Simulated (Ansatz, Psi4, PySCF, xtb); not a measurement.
SiH4 (SMILES [SiH4]) and CH2O (SMILES C=O) are pulled apart as rigid monomers along the line of their centres of mass, from the B3LYP-D3(BJ)/def2-TZVP minimum. Starting geometry (charge 0, multiplicity 1):
| atom | x (Å) | y (Å) | z (Å) |
|---|---|---|---|
| Si | 0.0259 | 0.2418 | 0.1765 |
| H | 1.2988 | -0.0185 | 0.8878 |
| H | 0.3553 | 0.7076 | -1.1936 |
| H | -0.7286 | 1.3084 | 0.8687 |
| H | -0.7765 | -0.9945 | 0.0827 |
| C | 0.4481 | -0.3643 | 3.8411 |
| O | -0.4794 | -0.6745 | 3.1458 |
| H | 0.4425 | -0.5401 | 4.9332 |
| H | 1.3554 | 0.1127 | 3.4252 |

Interaction energies with rigid monomers; basis-set methods are counterpoise corrected unless marked otherwise.

Frozen-core correlation. Rows in 6-31G* carry no dispersion term and start afresh at each structure (6-31G* with six Cartesian d functions).

Programs: Ansatz (a program for electronic structure) with Gaussian orbitals; Psi4 for SAPT; PySCF for 6-31G* rows, the dispersion terms; xtb for the GFN methods. 

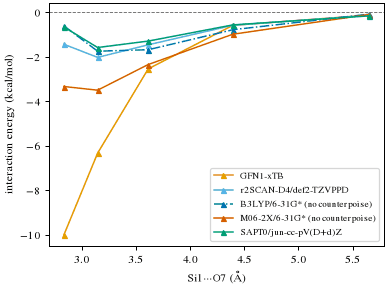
Figure: Interaction energy against separation

### Question
Which level binds most strongly at Si1···O7 = 3.15, and by how much?

### Answer
GFN1-xTB, -6.3 kcal/mol.
